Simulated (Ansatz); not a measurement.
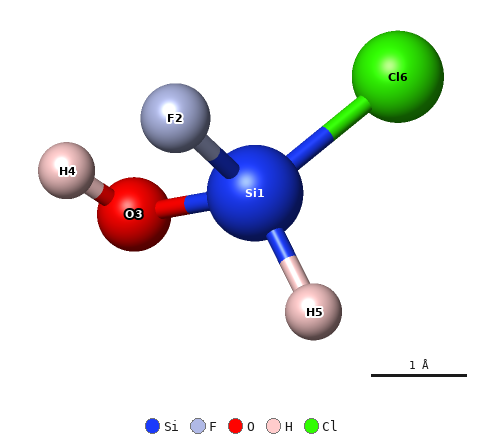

Fig. 1: The structure as given in the input (ball-and-stick view, seen at a tilt; atoms are numbered from 1 in the order of the input). Bond lengths as drawn: Cl–Si 2.08 Å, F–Si 1.67 Å, H–O 0.98 Å, H–Si 1.49 Å and O–Si 1.68 Å.

SiH₂ClOF: geometry relaxation

SiH₂ClOF, computed with RKS BLYP/cc-pVDZ (Ansatz 0.2.0).

It belongs to a series of runs on one base structure; here: end point A relaxed. Figures and captions count atoms from 1; the log counts them from 0 in places.

## Log
```
The last accepted step is kept in [file] (removed where the run ends without a failure and the disk answers)
Engine: ansatz 0.2.0, aarch64-unknown-linux-gnu
Functional definition: BLYP
  parameter beta = 0.0042
  parameter a = 0.04918
  parameter b = 0.132
  parameter c = 0.2533
  parameter d = 0.349
  exchange = b88_x(beta = beta)
  correlation = lyp_c(a = a, b = b, c = c, d = d)
889 factors; their error is unknown
mean field evaluation 1: about -25193.3624 eV, gradient 6.2e1 eV
mean field evaluation 2: about -25162.6658 eV, gradient 1.4e2 eV
mean field evaluation 4: about -25199.6479 eV, gradient 1.2e1 eV
mean field evaluation 8: about -25199.8607 eV, gradient 2.2e-1 eV
mean field evaluation 16: about -25199.8156 eV, gradient 1.4e-5 eV
mean field -25199.81564125 eV, -926.0761437674 hartree, gradient 1.4e-5 eV, S^2 0.000000; 0 other end points of the search recorded, 0 dependent functions left out
the calculation of the forces begins
reference -25199.81591800 eV, -926.0761539379 hartree; 25, 25 occupied and 49, 49 virtual orbitals, 889 factors
relax step   1: F+E_penalty+E_count = -25199.81564125 eV  Δ(F+E_penalty+E_count) = +0.000e0 eV  max|allowed force component| = 4.487e-1 eV/Å  Δτ_max = 0.0000 Å  (26 SCF iters, accepted)
these checks for a lower state are left out or cut short: starts, cluster_reference, orbital_swaps, neighbouring_geometries, increment
889 factors; their error is unknown
mean field -25199.89094468 eV, -926.0789111176 hartree, gradient 8.6e-5 eV, S^2 0.000000; 0 other end points of the search recorded, 0 dependent functions left out
[... from here on the field's lines of each further geometry are left out, up to the last ...]
relax step   2: F+E_penalty+E_count = -25199.89094468 eV  Δ(F+E_penalty+E_count) = -7.530e-2 eV  max|allowed force component| = 4.158e-1 eV/Å  Δτ_max = 0.0861 Å  (25 SCF iters, accepted)
relax step   3: F+E_penalty+E_count = -25199.94519735 eV  Δ(F+E_penalty+E_count) = -5.425e-2 eV  max|allowed force component| = 8.793e-1 eV/Å  Δτ_max = 0.1689 Å  (28 SCF iters, accepted)
relax step   4: F+E_penalty+E_count = -25199.82689991 eV  Δ(F+E_penalty+E_count) = +1.183e-1 eV  max|allowed force component| = 2.201e0 eV/Å  Δτ_max = 0.2000 Å  (29 SCF iters, rejected (line search))
relax step   5: F+E_penalty+E_count = -25199.98084464 eV  Δ(F+E_penalty+E_count) = -3.565e-2 eV  max|allowed force component| = 3.518e-1 eV/Å  Δτ_max = 0.0988 Å  (28 SCF iters, accepted)
relax step   6: F+E_penalty+E_count = -25200.00094056 eV  Δ(F+E_penalty+E_count) = -2.010e-2 eV  max|allowed force component| = 2.093e-1 eV/Å  Δτ_max = 0.1000 Å  (28 SCF iters, accepted)
relax step   7: F+E_penalty+E_count = -25199.99283975 eV  Δ(F+E_penalty+E_count) = +8.101e-3 eV  max|allowed force component| = 1.347e0 eV/Å  Δτ_max = 0.1464 Å  (32 SCF iters, rejected (line search))
relax step   8: F+E_penalty+E_count = -25200.01266603 eV  Δ(F+E_penalty+E_count) = -1.173e-2 eV  max|allowed force component| = 2.043e-1 eV/Å  Δτ_max = 0.0704 Å  (25 SCF iters, accepted)
relax step   9: F+E_penalty+E_count = -25200.02373699 eV  Δ(F+E_penalty+E_count) = -1.107e-2 eV  max|allowed force component| = 9.030e-2 eV/Å  Δτ_max = 0.0742 Å  (27 SCF iters, accepted)
relax step  10: F+E_penalty+E_count = -25200.02067470 eV  Δ(F+E_penalty+E_count) = +3.062e-3 eV  max|allowed force component| = 9.584e-1 eV/Å  Δτ_max = 0.1109 Å  (28 SCF iters, rejected (line search))
relax step  11: F+E_penalty+E_count = -25200.02939252 eV  Δ(F+E_penalty+E_count) = -5.656e-3 eV  max|allowed force component| = 5.267e-2 eV/Å  Δτ_max = 0.0551 Å  (25 SCF iters, accepted)
relax step  12: F+E_penalty+E_count = -25200.03306187 eV  Δ(F+E_penalty+E_count) = -3.669e-3 eV  max|allowed force component| = 4.515e-2 eV/Å  Δτ_max = 0.0559 Å  (25 SCF iters, accepted)
relax step  13: F+E_penalty+E_count = -25200.03310782 eV  Δ(F+E_penalty+E_count) = -4.596e-5 eV  max|allowed force component| = 1.098e-1 eV/Å  Δτ_max = 0.0215 Å  (26 SCF iters, accepted)
relax step  14: F+E_penalty+E_count = -25200.03430857 eV  Δ(F+E_penalty+E_count) = -1.201e-3 eV  max|allowed force component| = 1.148e-1 eV/Å  Δτ_max = 0.0398 Å  (26 SCF iters, accepted)
relax step  15: F+E_penalty+E_count = -25200.03456247 eV  Δ(F+E_penalty+E_count) = -2.539e-4 eV  max|allowed force component| = 3.222e-2 eV/Å  Δτ_max = 0.0082 Å  (26 SCF iters, accepted)
the calculation of the forces begins
reference -25200.03489497 eV, -926.0842011930 hartree; 25, 25 occupied and 49, 49 virtual orbitals, 889 factors
relax step  16: F+E_penalty+E_count = -25200.03461781 eV  Δ(F+E_penalty+E_count) = -5.535e-5 eV  max|allowed force component| = 7.857e-3 eV/Å  Δτ_max = 0.0030 Å  (23 SCF iters, accepted)
```

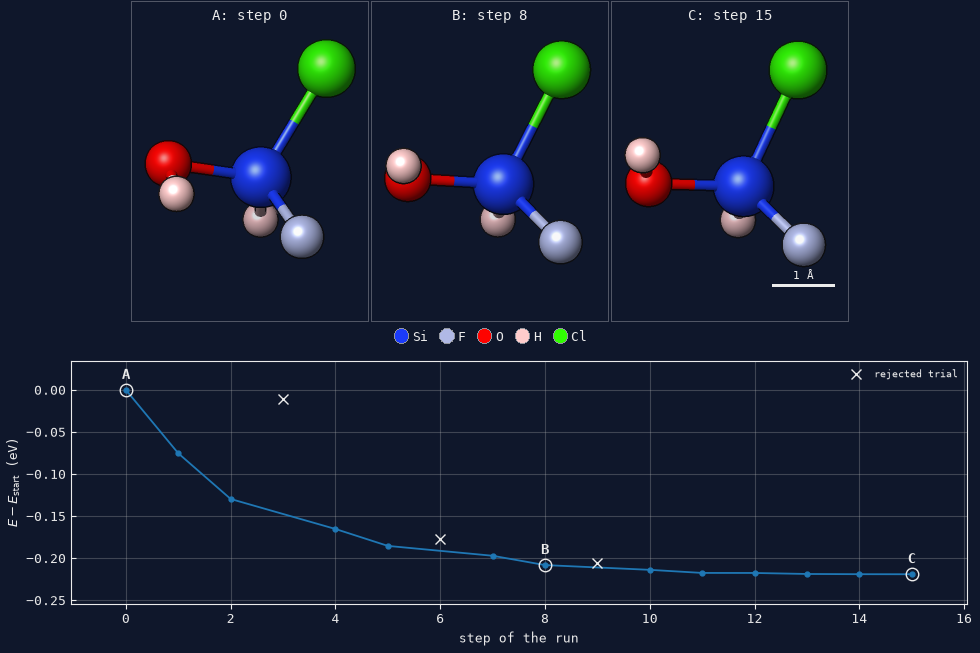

Fig. 2: Frames of the relaxation (ball-and-stick view, seen at a tilt) above the curves, on which the letters mark them (the first geometry is step 0 here and step 1 in the log).

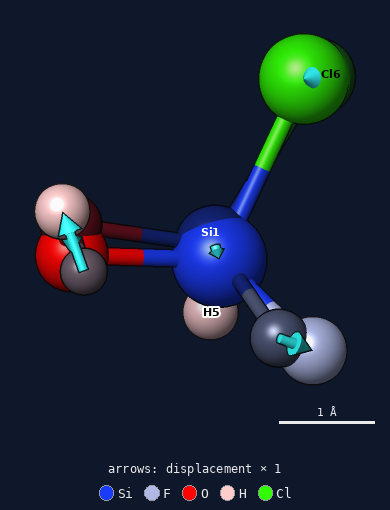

Fig. 3: Start (faint) and end (solid) with the displacements as teal arrows, at true length (ball-and-stick view, seen at a tilt). The two geometries are laid on each other by the best rigid fit. H4 moves most after the best rigid fit: 0.67 Å. By element the largest moves are H 0.67 Å, F 0.43 Å, O 0.32 Å, Cl 0.26 Å, Si 0.16 Å. Among the contacts that change: Si1–F2 1.670 → 1.654 Å, Si1–Cl6 2.085 → 2.100 Å, Si1–O3 1.681 → 1.675 Å. Among the angles that change: Si1–O3–H4 99.5° → 115.7°, F2–Si1–O3 98.5° → 111.1°, O3–Si1–H5 115.1° → 107.3°. Over 15 geometry steps the energy falls by 0.219 eV. The largest force component goes from 0.45 to 0.0079 eV/Å. The line search rejected the trial steps at points 3, 6, 9 (counted from 0) and went back. (Atoms are counted from 1 in the order of the input.)

```
889 factors; their error is unknown
mean field -25200.03461781 eV, -926.0841910077 hartree, gradient 1.1e-5 eV, S^2 0.000000; 1 other end points of the search recorded, 0 dependent functions left out
the calculation of the forces begins
reference -25200.03489497 eV, -926.0842011930 hartree; 25, 25 occupied and 49, 49 virtual orbitals, 889 factors
Total energy: -25200.03489497 eV, -926.0842011930 hartree
Atom 0 at    -0.287712     0.181982     0.202326 Å, force     0.003884    -0.002973    -0.002183 eV/Å
Atom 1 at    -0.116625     1.745606    -0.309666 Å, force    -0.000885    -0.000710    -0.000140 eV/Å
Atom 2 at     0.069016    -0.897987    -1.027052 Å, force    -0.007857     0.003707     0.004713 eV/Å
Atom 3 at     1.007390    -0.933008    -1.302002 Å, force     0.005452    -0.000198    -0.001277 eV/Å
Atom 4 at    -1.693764    -0.060726     0.606984 Å, force     0.000778     0.000015    -0.000533 eV/Å
Atom 5 at     1.021795    -0.035868     1.829412 Å, force    -0.001373     0.000160    -0.000582 eV/Å
Dipole moment:     0.074075    -0.185392    -0.142099 e Å
```

## Trajectory as extended XYZ (Å, eV, eV/Å), 16 frames, from step=1 to step=16
```
6
Properties=species:S:1:pos:R:3:forces:R:3 step=1 energy=-25199.81564
Si   -0.2319    0.0599    0.2845    0.0186   0.2678  -0.2139
F     0.0977    1.4545   -0.5727   -0.1779   0.2652   0.4343
O     0.3082   -1.0603   -0.8466   -0.1180  -0.1985   0.1953
H     0.6416   -0.4475   -1.5351    0.2471  -0.3252  -0.4487
H    -1.6797   -0.0223    0.6127    0.0039  -0.0280   0.0034
Cl    0.8642    0.0157    2.0572    0.0263   0.0187   0.0296
6
Properties=species:S:1:pos:R:3:forces:R:3 step=2 energy=-25199.89094
Si   -0.2321    0.0728    0.2695    0.0461   0.3069  -0.1823
F     0.0774    1.5151   -0.5150   -0.1482  -0.0916   0.3049
O     0.2961   -1.0752   -0.8490   -0.0629   0.2730   0.0520
H     0.6715   -0.5127   -1.5660    0.1106  -0.4158  -0.1555
H    -1.6751   -0.0252    0.6149   -0.0013  -0.0514  -0.0479
Cl    0.8622    0.0251    2.0457    0.0556  -0.0211   0.0288
6
Properties=species:S:1:pos:R:3:forces:R:3 step=3 energy=-25199.94520
Si   -0.2376    0.1245    0.2606    0.1033   0.0227  -0.2882
F     0.0155    1.6258   -0.4231   -0.0445  -0.3559   0.1632
O     0.2500   -1.0712   -0.8370    0.4298   0.8793  -0.7163
H     0.7534   -0.6554   -1.6041   -0.4899  -0.5857   0.8496
H    -1.6806   -0.0382    0.5845    0.0414   0.0016   0.0423
Cl    0.8994    0.0145    2.0191   -0.0400   0.0379  -0.0506
6
Properties=species:S:1:pos:R:3:forces:R:3 step=4 energy=-25199.82690 accepted=F
Si   -0.2363    0.1461    0.2463   -0.5689   0.8910   1.7183
F    -0.0368    1.6367   -0.3606    0.1515   1.2168  -0.2413
O     0.1780   -0.8986   -0.8787    0.2769  -2.2007  -1.6021
H     0.8356   -0.8365   -1.5833    0.3051   0.2035  -0.0285
H    -1.6532   -0.0603    0.5809   -0.2310  -0.0988   0.1391
Cl    0.9127    0.0126    1.9955    0.0664  -0.0118   0.0145
6
Properties=species:S:1:pos:R:3:forces:R:3 step=5 energy=-25199.98084
Si   -0.2452    0.1366    0.2531    0.0385   0.1229   0.0194
F    -0.0023    1.6401   -0.3916   -0.0158   0.0864   0.0196
O     0.2117   -1.0113   -0.8684    0.0849  -0.1631  -0.3518
H     0.8100   -0.7362   -1.5990   -0.1209  -0.0142   0.3319
H    -1.6766   -0.0485    0.6014    0.0038  -0.0340   0.0060
Cl    0.9025    0.0194    2.0044    0.0095   0.0021  -0.0251
6
Properties=species:S:1:pos:R:3:forces:R:3 step=6 energy=-25200.00094
Si   -0.2431    0.1528    0.2337   -0.2093  -0.0029   0.1454
F    -0.0284    1.6771   -0.3716    0.0470  -0.0028  -0.0091
O     0.1472   -0.9978   -0.9149   -0.0466  -0.0232  -0.0695
H     0.8708   -0.7821   -1.5342    0.1156   0.0049   0.0340
H    -1.6641   -0.0619    0.6101    0.0136   0.0080  -0.0283
Cl    0.9177    0.0119    1.9769    0.0798   0.0161  -0.0725
6
Properties=species:S:1:pos:R:3:forces:R:3 step=7 energy=-25199.99284 accepted=F
Si   -0.2783    0.1618    0.2207    0.0402  -0.0032   0.1268
F    -0.0431    1.7036   -0.3335   -0.0714  -0.0343  -0.0525
O     0.0737   -0.9709   -0.9639    1.3470   0.2752  -0.7565
H     0.9644   -0.8311   -1.4328   -1.3031  -0.2467   0.7389
H    -1.6932   -0.0718    0.6064    0.0178   0.0506   0.0054
Cl    0.9766    0.0084    1.9031   -0.0306  -0.0416  -0.0621
6
Properties=species:S:1:pos:R:3:forces:R:3 step=8 energy=-25200.01267
Si   -0.2704    0.1507    0.2322    0.1114  -0.0080  -0.0229
F    -0.0305    1.6785   -0.3612   -0.0530  -0.0460  -0.0024
O     0.1276   -0.9943   -0.9281   -0.2043   0.0797   0.0557
H     0.9077   -0.7825   -1.4743    0.1616  -0.0176  -0.0280
H    -1.6928   -0.0571    0.6016    0.0146  -0.0051   0.0147
Cl    0.9585    0.0047    1.9298   -0.0303  -0.0029  -0.0171
6
Properties=species:S:1:pos:R:3:forces:R:3 step=9 energy=-25200.02374
Si   -0.2755    0.1585    0.2258    0.0535  -0.0044  -0.0434
F    -0.0501    1.6947   -0.3492   -0.0402  -0.0177   0.0115
O     0.0942   -0.9672   -0.9613    0.0463   0.0903  -0.0390
H     0.9464   -0.8205   -1.4236   -0.0434  -0.0631   0.0699
H    -1.6924   -0.0621    0.6045   -0.0005   0.0055   0.0231
Cl    0.9774   -0.0035    1.9038   -0.0157  -0.0105  -0.0220
6
Properties=species:S:1:pos:R:3:forces:R:3 step=10 energy=-25200.02067 accepted=F
Si   -0.2819    0.1714    0.2114   -0.0555   0.0231  -0.0087
F    -0.0825    1.7234   -0.3279   -0.0252  -0.0072   0.0146
O     0.0566   -0.9240   -1.0120    0.9584   0.0543  -0.2842
H     0.9981   -0.8861   -1.3507   -0.8895  -0.0708   0.3087
H    -1.6889   -0.0679    0.6147   -0.0104   0.0287   0.0000
Cl    0.9987   -0.0168    1.8645    0.0221  -0.0281  -0.0305
6
Properties=species:S:1:pos:R:3:forces:R:3 step=11 energy=-25200.02939
Si   -0.2798    0.1666    0.2183    0.0338  -0.0131  -0.0275
F    -0.0684    1.7112   -0.3370   -0.0350  -0.0053   0.0064
O     0.0821   -0.9455   -0.9823    0.0362   0.0516  -0.0279
H     0.9695   -0.8562   -1.3886   -0.0387  -0.0357   0.0527
H    -1.6924   -0.0640    0.6080    0.0034   0.0118   0.0045
Cl    0.9891   -0.0122    1.8816    0.0004  -0.0093  -0.0082
6
Properties=species:S:1:pos:R:3:forces:R:3 step=12 energy=-25200.03306
Si   -0.2830    0.1736    0.2104    0.0022  -0.0003  -0.0044
F    -0.0911    1.7275   -0.3250   -0.0140  -0.0063   0.0035
O     0.0737   -0.9247   -1.0031    0.0452   0.0268  -0.0232
H     0.9895   -0.8909   -1.3496   -0.0410  -0.0208   0.0315
H    -1.6920   -0.0618    0.6091   -0.0003   0.0044  -0.0025
Cl    1.0030   -0.0237    1.8582    0.0080  -0.0038  -0.0049
6
Properties=species:S:1:pos:R:3:forces:R:3 step=13 energy=-25200.03311
Si   -0.2838    0.1731    0.2113   -0.0046   0.0077  -0.0114
F    -0.0982    1.7250   -0.3245   -0.0030   0.0869   0.0132
O     0.0712   -0.9075   -1.0157   -0.0961  -0.0625   0.0305
H     0.9940   -0.9037   -1.3338    0.1098  -0.0083  -0.0274
H    -1.6927   -0.0607    0.6093   -0.0040  -0.0110   0.0100
Cl    1.0096   -0.0262    1.8534   -0.0021  -0.0127  -0.0149
6
Properties=species:S:1:pos:R:3:forces:R:3 step=14 energy=-25200.03431
Si   -0.2896    0.1810    0.2047    0.0340  -0.0007  -0.0153
F    -0.1124    1.7415   -0.3137   -0.0138   0.0195   0.0116
O     0.0684   -0.8981   -1.0241    0.1032  -0.0307  -0.0484
H     1.0080   -0.9272   -1.3049   -0.1148   0.0057   0.0395
H    -1.6960   -0.0612    0.6078   -0.0012   0.0043   0.0042
Cl    1.0218   -0.0361    1.8301   -0.0074   0.0019   0.0084
6
Properties=species:S:1:pos:R:3:forces:R:3 step=15 energy=-25200.03456
Si   -0.2856    0.1827    0.2029   -0.0322  -0.0168  -0.0044
F    -0.1170    1.7464   -0.3090    0.0083   0.0040  -0.0023
O     0.0679   -0.8984   -1.0265    0.0077   0.0094   0.0061
H     1.0057   -0.9337   -1.3034    0.0079  -0.0026  -0.0049
H    -1.6923   -0.0621    0.6048    0.0033   0.0053   0.0069
Cl    1.0214   -0.0349    1.8314    0.0050   0.0007  -0.0015
6
Properties=species:S:1:pos:R:3:forces:R:3 step=16 energy=-25200.03462
Si   -0.2877    0.1820    0.2023    0.0039  -0.0030  -0.0022
F    -0.1166    1.7456   -0.3097   -0.0009  -0.0007  -0.0001
O     0.0690   -0.8980   -1.0271   -0.0079   0.0037   0.0047
H     1.0074   -0.9330   -1.3020    0.0055  -0.0002  -0.0013
H    -1.6938   -0.0607    0.6070    0.0008   0.0000  -0.0005
Cl    1.0218   -0.0359    1.8294   -0.0014   0.0002  -0.0006
```

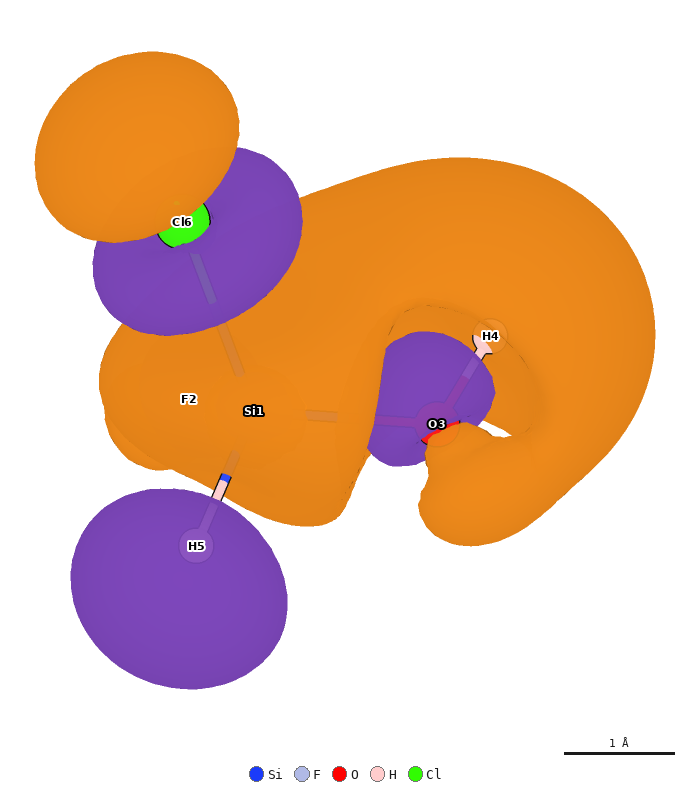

Fig. 4: The LUMO at ±0.08 Å⁻³ᐟ² (orange and purple are the two phases), seen at an oblique angle. Its weight (Hirshfeld) is mainly on Si1 (30 %), Cl6 (20 %), O3 (15 %), H4 (15 %) and H5 (10 %). Its energy is −0.39 eV.

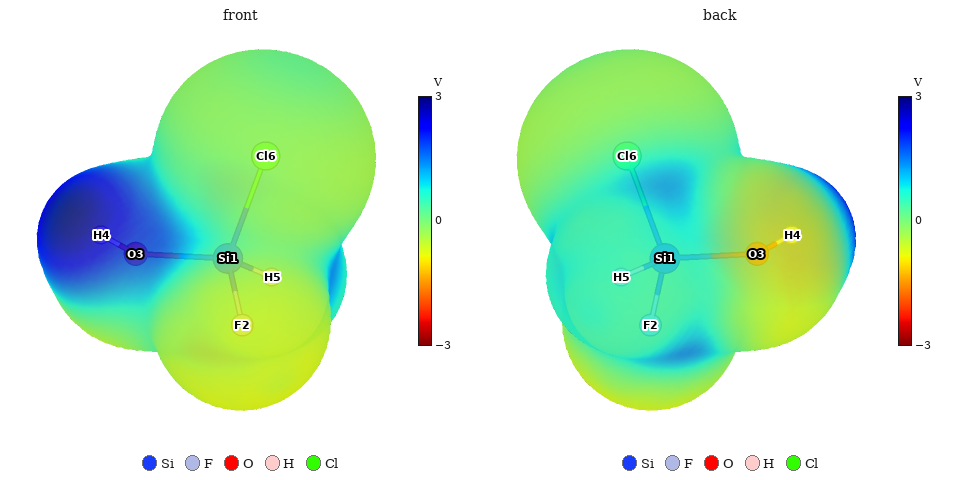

Fig. 5: The electrostatic potential painted on the density surface at 0.002 e/bohr³, seen at a tilt and from behind; red is negative and blue positive.

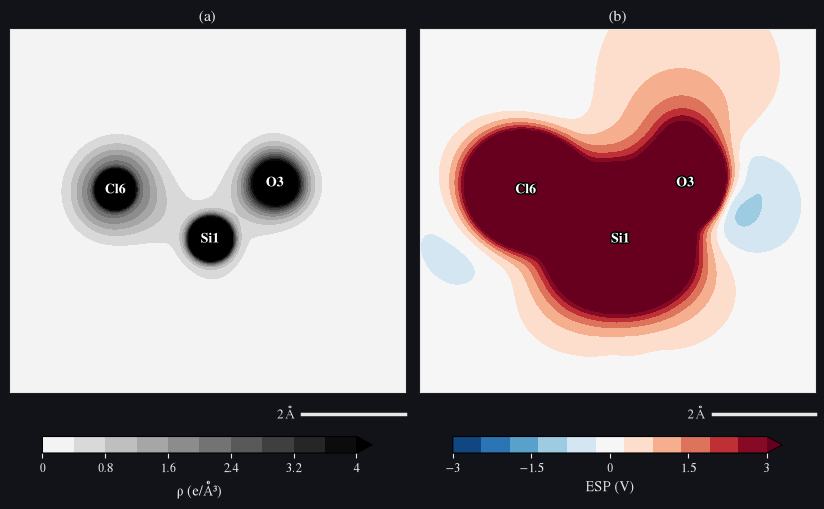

Fig. 6: (a) total electron density; (b) molecular electrostatic potential on the plane of atoms O3, Si1 and Cl6. Atoms in the plane: Si, O and Cl. Si–O (1.67 Å): ρ at the midpoint is about 1 e/Å³. Si–Cl (2.10 Å): ρ at the midpoint is about 0.81 e/Å³.

This output came from the following input.

## Input
```yaml
crystal:
  periodic: [false, false, false]
  atoms:
    - { symbol: Si, position_ang: [-0.23191, 0.059914, 0.284513] }
    - { symbol: F, position_ang: [0.097725, 1.454461, -0.572726] }
    - { symbol: O, position_ang: [0.30824, -1.060254, -0.846571] }
    - { symbol: H, position_ang: [0.641592, -0.447469, -1.535143] }
    - { symbol: H, position_ang: [-1.67971, -0.022345, 0.612715] }
    - { symbol: Cl, position_ang: [0.864163, 0.015693, 2.057213] }
basis:
  gaussian: { orbitals: cc-pVDZ }
hamiltonian:
  xc: blyp
relax:
  f_tol: 0.03
  max_steps: 50
output:
  orbitals: {}
```

Command:
```bash
ansatz run input.yaml --threads 2 --pin off --max-ram 3072MiB --backend cpu --events-out ev --progress --plain --runs-dir out
```

## Key numbers

| quantity | value |
| --- | --- |
| outcome | converged |
| total energy | −25200.0349 eV |
| mean-field energy | −25200.0349 eV |
| largest force (length of the vector) at the end | 0.010 eV/Å |
| hardware | 2 threads of Arm Neoverse V2, 24 GiB of memory available, shared host |
| wall time | 17 s (CPU time 32 s) |
| peak memory | 0.14 GiB |
